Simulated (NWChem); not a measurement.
**HOI (hypoiodous acid) at MP2/def2-TZVPP (core potential), part 1 of 2**

What is the vertical ionisation energy of HOI (hypoiodous acid) at MP2/def2-TZVPP (core potential)? 

The results are computed with NWChem 7.3.0.

3 further runs of the same task are left out: 3 set aside as unsound or not needed.

### 1 The molecule

The species is HOI (3 atoms), meant as a singlet with charge 0. SMILES: `OI`. Geometry: relaxed at PBE0-D4/def2-TZVP.

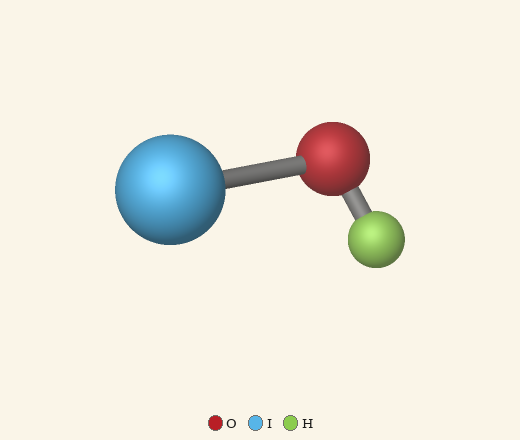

Viewed from a chosen angle; oxygen red, iodine blue, hydrogen green.

### 2 Energy and forces at MP2/def2-TZVPP (core potential)

hio.nw

```
start hio
title "hypoiodous acid"
memory stack 880 mb heap 220 mb global 1100 mb
geometry units angstroms noautosym nocenter noautoz
   O    -0.376230   -0.467640   -0.253400
   I     1.247110    0.130190    0.697040
   H    -0.870890    0.337450   -0.443630
end
basis "ao basis" spherical bse
   O library def2-TZVPP
   I library def2-TZVPP
   H library def2-TZVPP
end
ecp bse
   I library def2-TZVPP
end
scf
   thresh 1e-08
   maxiter 80
   noprint "final vectors analysis"
end
mp2
   freeze core 5
   tight
end
task mp2 gradient
```

Started as:

```sh
$ nwchem hio.nw > hio.out
```

Output:

```text
Northwest Computational Chemistry Package (NWChem) 7.3.0
             --------------------------------------------------------

           Job information
           ---------------

    nwchem branch   = 7.3.0
    use scalapack   = T
    input           = hio.nw
    prefix          = hio.
    data base       = ./hio.db
    status          = startup
    nproc           =        1

           Memory information
           ------------------

    heap     =     28835834 doubles =      220.0 Mbytes
    stack    =    115343359 doubles =      880.0 Mbytes
    global   =    144179200 doubles =     1100.0 Mbytes (distinct from heap & stack)
    total    =    288358393 doubles =     2200.0 Mbytes
    verify   = yes
    hardfail = no

           Directory information
           ---------------------

  0 permanent = .
  0 scratch   = .

                                NWChem Input Module
                                -------------------

                                  hypoiodous acid
                                  ---------------

 Scaling coordinates for geometry "geometry" by  1.889725989
 (inverse scale =  0.529177249)

                             Geometry "geometry" -> ""
                             -------------------------

 Output coordinates in angstroms (scale by  1.889725989 to convert to a.u.)

  No.       Tag          Charge          X              Y              Z
 ---- ---------------- ---------- -------------- -------------- --------------
    1 O                    8.0000    -0.37623000    -0.46764000    -0.25340000
    2 I                   53.0000     1.24711000     0.13019000     0.69704000
    3 H                    1.0000    -0.87089000     0.33745000    -0.44363000

      Atomic Mass
      -----------

      O                 15.994910
      I                126.900400
      H                  1.007825

 Effective nuclear repulsion energy (a.u.)     129.6812259834

            Nuclear Dipole moment (a.u.)
            ----------------------------
        X                 Y               Z
 ---------------- ---------------- ----------------
   117.5713810781     6.6072379465    65.1431822989

            XYZ format geometry
            -------------------
     3
 geometry
 O                    -0.37623000    -0.46764000    -0.25340000
 I                     1.24711000     0.13019000     0.69704000
 H                    -0.87089000     0.33745000    -0.44363000

 ==============================================================================
                                internuclear distances
 ------------------------------------------------------------------------------
       center one      |      center two      | atomic units |  angstroms
 ------------------------------------------------------------------------------
    2 I                |   1 O                |     3.72998  |     1.97382
    3 H                |   1 O                |     1.82145  |     0.96387
 ------------------------------------------------------------------------------
                         number of included internuclear distances:          2
 ==============================================================================

 ==============================================================================
                                 internuclear angles
 ------------------------------------------------------------------------------
        center 1       |       center 2       |       center 3       |  degrees
 ------------------------------------------------------------------------------
    2 I                |   1 O                |   3 H                |   105.31
 ------------------------------------------------------------------------------
                            number of included internuclear angles:          1
 ==============================================================================

                      Basis "ao basis" -> "" (spherical)
                      -----
  [basis functions not shown]

 Summary of "ao basis" -> "" (spherical)
 ------------------------------------------------------------------------------
       Tag                 Description            Shells   Functions and Types
 ---------------- ------------------------------  ------  ---------------------
 O                         def2-TZVPP               11       31   5s3p2d1f
 I                         def2-TZVPP               16       50   6s5p3d2f
 H                         def2-TZVPP                6       14   3s2p1d

                 ECP       "ecp basis" -> "" (cartesian)
                -----
  [basis functions not shown]

                                 NWChem SCF Module
                                 -----------------

                                  hypoiodous acid

  ao basis        = "ao basis"
  functions       =    95
  atoms           =     3
  closed shells   =    17
  open shells     =     0
  charge          =   0.00
  wavefunction    = RHF
  input vectors   = atomic
  output vectors  = ./hio.movecs
  use symmetry    = F
  symmetry adapt  = F

 Summary of "ao basis" -> "ao basis" (spherical)
 ------------------------------------------------------------------------------
       Tag                 Description            Shells   Functions and Types
 ---------------- ------------------------------  ------  ---------------------
 O                         def2-TZVPP               11       31   5s3p2d1f
 I                         def2-TZVPP               16       50   6s5p3d2f
 H                         def2-TZVPP                6       14   3s2p1d

 Forming initial guess at       0.1s

      Superposition of Atomic Density Guess
      -------------------------------------

 Sum of atomic energies:        -422.44594803

      Non-variational initial energy
      ------------------------------

 Total energy =    -372.098461
 1-e energy   =    -747.480474
 2-e energy   =     311.891267
 HOMO         =      -0.303593
 LUMO         =      -0.120613

 Starting SCF solution at       0.5s

 ----------------------------------------------
         Quadratically convergent ROHF

 Convergence threshold     :          1.000E-08
 Maximum no. of iterations :           80
 Final Fock-matrix accuracy:          1.000E-10
 ----------------------------------------------

              iter       energy          gnorm     gmax       time
             ----- ------------------- --------- --------- --------
                 1     -372.0701147327  7.09D-01  1.50D-01      1.3
                 2     -372.0939080802  2.11D-01  6.56D-02      2.9
                 3     -372.0973313446  7.75D-03  5.09D-03      5.9
                 4     -372.0973456161  3.61D-05  1.65D-05     11.2
                 5     -372.0973456164  7.03D-10  1.58D-10     19.6

       Final RHF  results
       ------------------

         Total SCF energy =   -372.097345616390
      One-electron energy =   -747.994475917559
      Two-electron energy =    312.406384091302
 Nuclear repulsion energy =     63.490746209868

        Time for solution =     19.1s

             Final eigenvalues
             -----------------

              1
    1  -20.6018
    2   -7.7721
    3   -5.6299
    4   -5.6153
    5   -5.6150
    6   -2.3272
    7   -2.3200
    8   -2.3197
    9   -2.3033
   10   -2.3033
   11   -1.3506
   12   -0.8944
   13   -0.6779
   14   -0.5596
   15   -0.5400
   16   -0.3864
   17   -0.3744
   18    0.0343
   19    0.1555
   20    0.2646
   21    0.2652
   22    0.2836
   23    0.3429
   24    0.3433
   25    0.3797
   26    0.3928
   27    0.4261

 center of mass
 --------------
 x =   1.98769220 y =   0.12319581 z =   1.10248393

 moments of inertia (a.u.)
 ------------------
          68.042936671910         -47.330652434035         -85.420556812956
         -47.330652434035         196.716958487035         -27.808735203002
         -85.420556812956         -27.808735203002         165.469836961293

  Mulliken analysis of the total density
  --------------------------------------

    Atom       Charge   Shell Charges
 -----------   ------   -------------------------------------------------------
    1 O    8     8.48   0.79  1.18  0.57  0.96  0.32  1.80  1.99  0.83  0.00  0.02  0.00
    2 I   25    24.76   0.19 -0.77  1.58  1.01  1.12  0.83 -0.49  6.44  1.29  2.59  0.85  9.24  0.77  0.08  0.00  0.03
    3 H    1     0.76   0.25  0.39  0.03  0.02  0.06  0.01

       Multipole analysis of the density wrt the origin
       ------------------------------------------------

     L   x y z        total         open         nuclear
     -   - - -        -----         ----         -------
     0   0 0 0      0.000000      0.000000     34.000000

     1   1 0 0      0.040146      0.000000     51.583888
     1   0 1 0      0.633057      0.000000     -0.281418
     1   0 0 1      0.085745      0.000000     28.261173

     2   2 0 0    -21.919814      0.000000    145.602738
     2   1 1 0     -0.523490      0.000000     18.471941
     2   1 0 1      1.776390      0.000000     81.710184
     2   0 2 0    -24.916788      0.000000      8.167402
     2   0 1 1     -0.253028      0.000000     10.952411
     2   0 0 2    -24.306345      0.000000     45.913599

                   NWChem MP2 Semi-direct Energy/Gradient Module
                   ---------------------------------------------

                                  hypoiodous acid

  Basis functions       =     95
  Molecular orbitals    =     95
  Frozen core           =      5
  Frozen virtuals       =      0
  Active alpha occupied =     12
  Active beta occupied  =     12
  Active alpha virtual  =     78
  Active beta virtual   =     78
  Use MO symmetry       = F
  Use skeleton AO sym   = F

  AO/Fock/Back tols     =   1.0D-11  1.0D-11  1.0D-11

 GA uses MA = F    GA memory limited = T

 Available:
  local mem=  1.26D+08
 global mem=  1.44D+08
 local disk=  0.00D+00
   1 passes of  12:        6291456                     429324                  19862984.
   1 passes of  12: M    126139135           G      144130234           F     119847679.

 Semi-direct pass number   1 of   1  for RHF alpha+beta  at       19.7s
 Done moints_semi at       22.1s
 Done maket at       22.2s
 Done pijab at       22.2s
 Done wijab at       22.2s
 Done lai at       22.4s
 Done nonsep at       29.9s
 Done multipass loop at       29.9s

          -------------------------------------------
          SCF energy                -372.097345616390
          Correlation energy          -0.743678285850
          Singlet pairs               -0.377873607793
          Triplet pairs               -0.365804678058
          Total MP2 energy          -372.841023902240
          -------------------------------------------

          ---------------------------------------------------
                    Spin Component Scaled (SCS) MP2
          Same spin pairs                     -0.243869785372
          Same spin scaling factor             0.333333333333
          Opposite spin pairs                 -0.499808500478
          Opposite spin scaling fact.          1.200000000000
          SCS-MP2 correlation energy          -0.681060129031
          Total SCS-MP2 energy              -372.778405745421
          ---------------------------------------------------

 Start laifock at       29.9s
 Done laifock at       30.8s
                                NWChem CPHF Module
                                ------------------

    scftype = RHF
    nclosed =   17
      nopen =    0
  variables =     1326
  tolerance =   1.0D-06
  max. iter =  100

 SCF residual:    7.0307669672667664E-010

            ----- linear solve (tol: 1.0E-06 prod-acc: 4.3E-14) -----

               iter nbas    rnorm     rnorm-scal   ratio     time
               ---- ---- ----------- ----------- --------- -------
                  1    1  3.0147E-02  1.9376E-01    0.0000    32.5
                  2    2  1.0939E-02  7.0306E-02    0.3628    33.2
                  3    3  3.5743E-03  2.2973E-02    0.3268    34.0
                  4    4  1.5005E-03  9.6442E-03    0.4198    34.8
                  5    5  6.5946E-04  4.2386E-03    0.4395    35.6
                  6    6  2.7637E-04  1.7764E-03    0.4191    36.4
                  7    7  9.2029E-05  5.9150E-04    0.3330    37.2
                  8    8  3.0709E-05  1.9738E-04    0.3337    37.9
                  9    9  9.3267E-06  5.9946E-05    0.3037    38.7
                 10   10  2.7464E-06  1.7652E-05    0.2945    39.4
                 11   11  1.0297E-06  6.6182E-06    0.3749    40.2
                 12   12  2.4418E-07  1.5694E-06    0.2371    40.9
                 13   13  5.3246E-08  3.4223E-07    0.2181    41.6

 CPHF converged to   3.4D-07 in   13 iters

 Start make_tot_dens at       41.6s
 Done make_tot_dens at       41.6s
                Dipole Moments (a.u.)
                --------------
         Nuclear       SCF       SCF+MP2
       ----------- ----------- -----------
 X      51.583888    0.040146   -0.016628
 Y      -0.281418    0.633057    0.576529
 Z      28.261173    0.085745    0.048919

 MP2 RHF      natural orbital occupation numbers

              1
    1    2.0000
    2    2.0000
    3    2.0000
    4    2.0000
    5    2.0000
    6    1.9864
    7    1.9863
    8    1.9862
    9    1.9862
   10    1.9862
   11    1.9831
   12    1.9744
   13    1.9659
   14    1.9626
   15    1.9543
   16    1.9536
   17    1.9360
   18    0.0575
   19    0.0276
   20    0.0266
   21    0.0188
   22    0.0188
   23    0.0167
   24    0.0117
   25    0.0116
   26    0.0094
   27    0.0086
   28    0.0085
   29    0.0085
   30    0.0084
   31    0.0084
   32    0.0084
   33    0.0084
   34    0.0080
   35    0.0080
   36    0.0066
   37    0.0060
   38    0.0060
   39    0.0054
   40    0.0052
   41    0.0049
   42    0.0028
   43    0.0018
   44    0.0017
   45    0.0017
   46    0.0016
   47    0.0016
   48    0.0016
   49    0.0016
   50    0.0014
   51    0.0014
   52    0.0012
   53    0.0010
   54    0.0010
   55    0.0008
   56    0.0008
   57    0.0007
   58    0.0007
   59    0.0006
   60    0.0006
   61    0.0006
   62    0.0006
   63    0.0005
   64    0.0004
   65    0.0004
   66    0.0004
   67    0.0004
   68    0.0004
   69    0.0003
   70    0.0003
   71    0.0003
   72    0.0003
   73    0.0002
   74    0.0002
   75    0.0001
   76    0.0001
   77    0.0001
   78    0.0001
   79    0.0001
   80    0.0001
   81    0.0001
   82    0.0001
   83    0.0001
   84    0.0000
   85    0.0000
   86    0.0000
   87    0.0000
   88    0.0000
   89    0.0000
   90    0.0000
   91    0.0000
   92    0.0000
   93    0.0000
   94    0.0000
   95   -0.0000

  MP2 natural orbitals output to ./hio.mp2nos

                         mp2 ENERGY GRADIENTS

    atom               coordinates                        gradient
                 x          y          z           x          y          z
   1 O      -0.710972  -0.883711  -0.478857    0.001723   0.003972   0.001345
   2 I       2.356696   0.246023   1.317215   -0.000991  -0.001486  -0.000693
   3 H      -1.645743   0.637688  -0.838339   -0.000732  -0.002486  -0.000652

                 ----------------------------------------
                 |  Time  |  1-e(secs)   |  2-e(secs)   |
                 ----------------------------------------
                 |  CPU   |       0.02   |       6.17   |
                 ----------------------------------------
                 |  WALL  |       0.02   |       6.17   |
                 ----------------------------------------
 -----------------------
 Task  times  cpu:       48.7s     wall:       48.7s
 Total times  cpu:       48.8s     wall:       48.8s
```

Run time: 50 s. Hardware: 1 thread of Intel Xeon 6975P-C (Granite Rapids), shared host; peak memory 0.32 GiB.

(Continued in part 2 of 2.)
